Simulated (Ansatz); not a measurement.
```yaml
crystal:
  lattice:
    - [7.04412, 0.00000, 0.00000]
    - [0.00000, 9.13128, 0.00000]
    - [0.00000, 0.00000, 3.22720]
  atoms:
    - { symbol: Tl, position: [0.00000, 0.50000, 0.00000] }
    - { symbol: Tl, position: [0.50000, 0.00000, 0.00000] }
    - { symbol: B, position: [0.25000, 0.25000, 0.50000] }
    - { symbol: B, position: [0.75000, 0.75000, 0.50000] }
    - { symbol: B, position: [0.25000, 0.75000, 0.50000] }
    - { symbol: B, position: [0.75000, 0.25000, 0.50000] }
    - { symbol: B, position: [0.00000, 0.00000, 0.00000] }
    - { symbol: B, position: [0.50000, 0.50000, 0.00000] }
    - { symbol: P, position: [0.00000, 0.78166, 0.00000] }
    - { symbol: P, position: [0.50000, 0.28166, 0.00000] }
    - { symbol: P, position: [0.29526, 0.50000, 0.50000] }
    - { symbol: P, position: [0.79526, 0.00000, 0.50000] }
    - { symbol: P, position: [0.20474, 0.00000, 0.50000] }
    - { symbol: P, position: [0.70474, 0.50000, 0.50000] }
    - { symbol: P, position: [0.00000, 0.21834, 0.00000] }
    - { symbol: P, position: [0.50000, 0.71834, 0.00000] }
```

Space group Cmmm; a structure from a database of computed crystals, not necessarily the ambient phase; started from the CaCd3O4-65 prototype, which need not be the ambient phase.

Computed with DFT, PBEsol, plane waves, PAW in Ansatz.

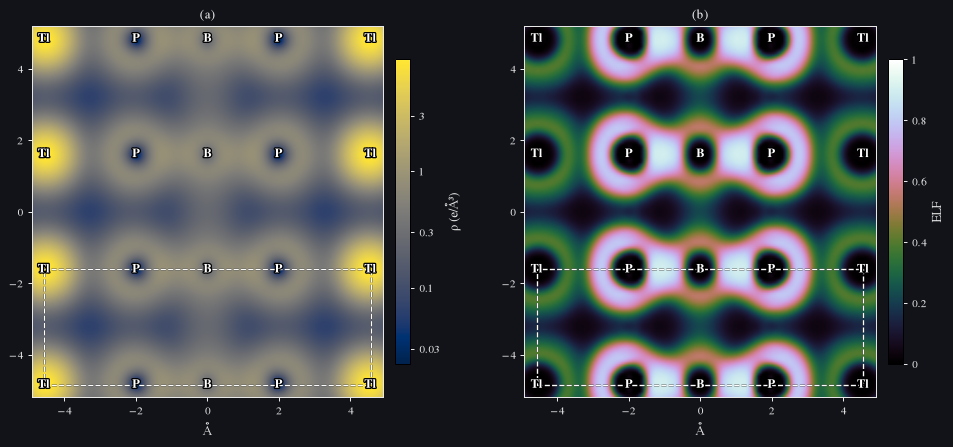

TlB₃P₄. (a) valence charge density (pseudo); (b) ELF on the (100) plane of the conventional cell.

In a PAW calculation such maps are meaningful between the atoms, not at the nuclei.

Interpret the plot.

Answer. Atoms in the plane: Tl, B and P. B–P (1.99 Å): the density is about 0.79 e/Å³ at the midpoint; the ELF peaks at about 0.90 between the atoms. Tl–P (2.57 Å): the density is about 0.43 e/Å³ at the midpoint; the ELF peaks at about 0.80 in the valence shell of P, 0.8 Å from its nucleus, and drops to about 0.30 between the two atoms. Between the atoms the lowest density in this plane is 0.07 e/Å³.
